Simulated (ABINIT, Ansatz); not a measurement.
# KF (Carobbiite): G0W0 with ABINIT, start to end

Wanted: ground state, empty states, screening and self-energy for KF (Carobbiite).

Program: ABINIT 10.8.3. Level of theory: PBE and many-body steps on it, plane waves. Results are calculated unless marked as measured.

**1. The starting structure**

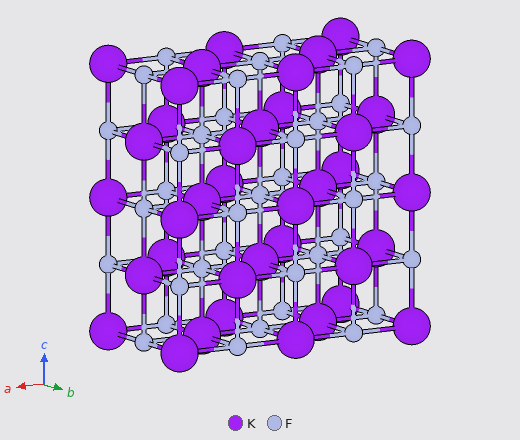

The cell as given, from a free direction (potassium purple, fluorine light blue). 2×1×2 cells are drawn. This picture shows the conventional cell, with its axes. Some periodic images of atoms are drawn too.

Structure file:

```cif
data_structure
_symmetry_space_group_name_H-M 'P 1'
_symmetry_Int_Tables_number 1
_cell_length_a 3.7786
_cell_length_b 3.7786
_cell_length_c 3.7786
_cell_angle_alpha 60.000
_cell_angle_beta 60.000
_cell_angle_gamma 60.000
_cell_volume 38.15
loop_
_atom_site_label
_atom_site_type_symbol
_atom_site_fract_x
_atom_site_fract_y
_atom_site_fract_z
_atom_site_occupancy
K1 K 0.00000 0.00000 0.00000 1
F2 F 0.50000 0.50000 0.50000 1
```

The cell and positions come from the Crystallography Open Database and are kept as given unless a step says otherwise.

**2. Ground state**

This step: ABINIT 10.8.3; DFT, PBE, plane waves, norm-conserving pseudopotentials.

The ground-state density comes first.

Input file run.abi:

```
acell 3*1.0 Angstrom
rprim 
  -0.000000000000 2.671850000000 2.671850000000
  2.671850000000 -0.000000000000 2.671850000000
  2.671850000000 2.671850000000 0.000000000000
ntypat 2
znucl 19 9
natom 2
typat 1 2
xred 
  0.000000000000 0.000000000000 0.000000000000
  0.500000000000 0.500000000000 0.500000000000
pp_dirpath "pseudos"
pseudos "K.upf, F.upf"
ecut 36
ngkpt 6 6 6
nshiftk 1
shiftk 0 0 0
kptopt 1
chksymbreak 0
nband 13
occopt 1
tolvrs 1e-10
nstep 60
prtwf 0
optforces 0
optstress 0
indata_prefix "in"
outdata_prefix "out"
tmpdata_prefix "tmp"
```

Launch:

```console
$ OMP_NUM_THREADS=1 mpirun -n 8 abinit run.abi > log
```

Numbers of over 12 decimals in the logs are rounded to 6 here.

What it wrote:

```text
.Version 10.8.3 of ABINIT. v10.8.2 released Aug 2026.

 Symmetries : space group Fm -3 m (#225); Bravais cF (face-center cubic)
================================================================================
 Values of the parameters that define the memory need of the present run
     intxc =       0    ionmov =       0      iscf =       7    lmnmax =       6
     lnmax =       6     mgfft =      40  mpssoang =       3    mqgrid =    3001
     natom =       2  nloc_mem =       1    nspden =       1   nspinor =       1
    nsppol =       1      nsym =      48    n1xccc =    2501    ntypat =       2
    occopt =       1   xclevel =       2
-    mband =          13        mffmem =           1         mkmem =           2
       mpw =        2671          nfft =       64000          nkpt =          16
================================================================================
  Rough estimation (10% accuracy) of disk space for files :
================================================================================

--------------------------------------------------------------------------------
------------- Echo of variables that govern the present computation ------------
--------------------------------------------------------------------------------
 -outvars: echo values of preprocessed input variables --------
            acell      1.8897261259E+00  1.8897261259E+00  1.8897261259E+00 Bohr

      chksymbreak           0
             ecut      3.60000000E+01 Hartree
-          fftalg         312

              ixc     -101130
              kpt      0.00000000E+00  0.00000000E+00  0.00000000E+00
                       1.66666667E-01  0.00000000E+00  0.00000000E+00
                       3.33333333E-01  0.00000000E+00  0.00000000E+00
                       5.00000000E-01  0.00000000E+00  0.00000000E+00
                       1.66666667E-01  1.66666667E-01  0.00000000E+00
                       3.33333333E-01  1.66666667E-01  0.00000000E+00
                       5.00000000E-01  1.66666667E-01  0.00000000E+00
                      -3.33333333E-01  1.66666667E-01  0.00000000E+00
                      -1.66666667E-01  1.66666667E-01  0.00000000E+00
   [... 5 further rows ...]
                      -3.33333333E-01  3.33333333E-01  1.66666667E-01
                      -3.33333333E-01  5.00000000E-01  1.66666667E-01
         kptrlatt        6    0    0      0    6    0      0    0    6
          kptrlen      4.28427351E+01
P           mkmem           2
            natom           2
            nband          13
            ngfft          40      40      40
             nkpt          16
            nstep          60
             nsym          48
           ntypat           2
              occ      2.000000  2.000000  2.000000  2.000000  2.000000  2.000000
                       2.000000  2.000000  0.000000  0.000000  0.000000  0.000000
                       0.000000
        optforces           0
        optstress           0
            prtwf           0
            rprim     -0.0000000000E+00  2.6718500000E+00  2.6718500000E+00
[...]
spgroup         225

           tolvrs      1.00000000E-10

             xred      0.0000000000E+00  0.0000000000E+00  0.0000000000E+00
[...]
znucl       19.00000    9.00000

================================================================================

 chkinp: Checking input parameters for consistency.

================================================================================
== DATASET  1 ==================================================================
-   mpi_nproc: 8, omp_nthreads: 1 (-1 if OMP is not activated)

--- !DatasetInfo
iteration_state: {dtset: 1, }
dimensions: {natom: 2, nkpt: 16, mband: 13, nsppol: 1, nspinor: 1, nspden: 1, mpw: 2671, }
cutoff_energies: {ecut:  36.0, pawecutdg:  -1.0, }
electrons: {nelect:   1.60000000E+01, charge:   0.00000000E+00, occopt:   1.00000000E+00, tsmear:   1.00000000E-02, }

 Real(R)+Recip(G) space primitive vectors, cartesian coordinates (Bohr,Bohr^-1):
 R(1)=  0.0000000  5.0490647  5.0490647  G(1)= -0.0990282  0.0990282  0.0990282
 R(2)=  5.0490647  0.0000000  5.0490647  G(2)=  0.0990282 -0.0990282  0.0990282
 R(3)=  5.0490647  5.0490647  0.0000000  G(3)=  0.0990282  0.0990282 -0.0990282
 Unit cell volume ucvol=  2.5743217E+02 bohr^3
 Angles (23,13,12)=  6.00000000E+01  6.00000000E+01  6.00000000E+01 degrees

 getcut: wavevector=  0.0000  0.0000  0.0000  ngfft=  40  40  40
         ecut(hartree)=     36.000   => boxcut(ratio)=   2.07404

--- Pseudopotential description ------------------------------------------------
- K Generated using ONCVPSP code by D. R. Hamann
- 19.00000   9.00000  171031                  znucl, zion, pspdat
12 -101130 2 -1 2222                          pspcod,pspxc,lmax,lloc,mmax
     nproj     2     2     2
  pspatm : epsatm=    8.42413758
         --- l  ekb(1:nproj) -->
[...]
pspatm: atomic psp has been read  and splines computed

- F Generated using ONCVPSP code by D. R. Hamann
-  9.00000   7.00000  171031                  znucl, zion, pspdat
12 -101130 2 -1 832                           pspcod,pspxc,lmax,lloc,mmax
     nproj     2     2     1
  pspatm : epsatm=    4.87625608
         --- l  ekb(1:nproj) -->
[...]
1   -3.955629   -1.291931
             2   -2.441503
 pspatm: atomic psp has been read  and splines computed

   2.12806299E+02                                ecore*ucvol(ha*bohr**3)
--------------------------------------------------------------------------------

_setup2: Arith. and geom. avg. npw (full set) are    2654.523    2654.506

================================================================================

--- !BeginCycle
iteration_state: {dtset: 1, }
solver: {iscf: 7, nstep: 60, nline: 4, wfoptalg: 0, }
tolerances: {tolvrs: 1.00E-10, }

     iter   Etot(hartree)      deltaE(h)  residm     vres2
 ETOT  1  -54.723160477857    -5.472E+01 9.812E-02 4.625E+02
 ETOT  2  -54.705304050661     1.786E-02 1.263E-02 4.152E+02
 ETOT  3  -54.817881245879    -1.126E-01 4.307E-03 3.099E+01
 ETOT  4  -54.824069819037    -6.189E-03 1.171E-03 2.599E-01
 ETOT  5  -54.824086050790    -1.623E-05 8.504E-04 4.568E-02
 ETOT  6  -54.824094375111    -8.324E-06 2.017E-04 1.284E-03
 ETOT  7  -54.824094573521    -1.984E-07 3.055E-04 4.416E-05
 ETOT  8  -54.824094576737    -3.216E-09 1.556E-04 4.078E-07
 ETOT  9  -54.824094576816    -7.884E-11 2.475E-04 3.943E-09
 ETOT 10  -54.824094576817    -5.826E-13 1.442E-04 1.549E-10
 ETOT 11  -54.824094576818    -9.663E-13 1.906E-04 6.886E-12

 At SCF step   11       vres2   =  6.89E-12 < tolvrs=  1.00E-10 =>converged.

--- !ResultsGS
iteration_state: {dtset: 1, }
comment   : Summary of ground state results
lattice_vectors:
- [ -0.0000000,   5.0490647,   5.0490647, ]
- [  5.0490647,  -0.0000000,   5.0490647, ]
- [  5.0490647,   5.0490647,   0.0000000, ]
lattice_lengths: [   7.14046,    7.14046,    7.14046, ]
lattice_angles: [ 60.000,  60.000,  60.000, ] # degrees, (23, 13, 12)
lattice_volume:   2.5743217E+02
convergence: {deltae: -9.663E-13, res2:  6.886E-12, residm:  1.906E-04, diffor:  0.000E+00, }
etotal    :  -5.48240946E+01
entropy   :   0.00000000E+00
fermie    :   4.80427879E-03
cartesian_stress_tensor: null
pressure_GPa: null
xred      :
- [  0.0000E+00,   0.0000E+00,   0.0000E+00,  K]
- [  5.0000E-01,   5.0000E-01,   5.0000E-01,  F]
cartesian_forces: null
force_length_stats: {min: null, max: null, mean: null, }

 Integrated electronic density in atomic spheres:
 ------------------------------------------------
 Atom  Sphere_radius  Integrated_density
    1        2.00000          6.95743103
    2        2.00000          7.01853268
================================================================================

 ----iterations are completed or convergence reached----

 Mean square residual over all n,k,spin=   21.424E-07; max=  19.058E-05
 reduced coordinates (array xred) for    2 atoms
       0.000000000000      0.000000000000      0.000000000000
       0.500000000000      0.500000000000      0.500000000000
 rms dE/dt=  0.0000E+00; max dE/dt=  0.0000E+00; dE/dt below (all hartree)
    1       0.000000000000      0.000000000000      0.000000000000
    2       0.000000000000      0.000000000000      0.000000000000

 cartesian coordinates (angstrom) at end:
    1      0.000000     0.000000     0.000000
    2      2.671850     2.671850     2.671850
 length scales=  1.889726125908  1.889726125908  1.889726125908 bohr
              =  1.000000000000  1.000000000000  1.000000000000 angstroms
 prteigrs : about to open file out_EIG
 Fermi (or HOMO) energy (hartree) =   0.00480   Average Vxc (hartree)=  -0.31205
 Eigenvalues (hartree) for nkpt=  16  k points:
 kpt#   1, nband= 13, wtk=  0.00463, kpt=  0.0000  0.0000  0.0000 (reduced coord)
  -0.95489   -0.67869   -0.33934   -0.33934   -0.33934    0.00480    0.00480    0.00480
   0.23263    0.39781    0.39781    0.39781    0.45762
 prteigrs : prtvol=0 or 1, do not print more k-points.

--- !EnergyTerms
iteration_state     : {dtset: 1, }
comment             : Components of total free energy in Hartree
kinetic             :  2.65240854809370E+01
hartree             :  1.41638401583262E+01
xc                  : -1.20070989498102E+01
Ewald energy        : -3.63106064938669E+01
psp_core            :  8.26649984559312E-01
local_psp           : -4.96625823431144E+01
non_local_psp       :  1.64161758615119E+00
total_energy        : -5.48240945768178E+01
total_energy_eV     : -1.49183961311598E+03
band_energy         : -5.37471876813001E+00

== END DATASET(S) ==============================================================
================================================================================

 -outvars: echo values of variables after computation  --------
           etotal     -5.4824094577E+01
            nband          13
             nkpt          16
          spgroup         225
 [... the other variables as echoed above ...]

 Calculation completed.
```

The job ended after 5.2 s (8 MPI ranks of Arm Neoverse V1, shared host; peak memory 0.54 GiB; 41 s of CPU time).

This step gave:

- total energy: -1491.8396 eV
- gap: 6.200 eV
- k of the valence top: 0, 0, 0
- k of the conduction bottom: 0, 0, 0
- least direct gap: 6.200 eV

The gap is direct, at Γ.

(Continued in part 2 of 3.)

[Paths, hosts, dates, memory and timing lines, banners, echoed tables and standing remarks are left out of the program output.]

[Logs are printed without paths, hosts, clocks, repeated set-up lines and the standing remarks that a program may print on its own settings, such as how far it seeks lower states.]

[Runs of the session that timed out or met a known fault of the program may be left out.]

[Hosts, paths, dates, database ids (printed as entryN), source tags and the programs' standing remarks are cut or masked in the printed files.]

[G0W0 gaps are taken among the corrected bands and points alone; a level outside them can change the order at an edge.]

[Where Ansatz stands beside ABINIT at settings called matched, ABINIT's density can come from a denser mesh and the files from another edition; pairs whose starting gaps differed by over 0.03 eV were left out, so agreement reads better than it is.]
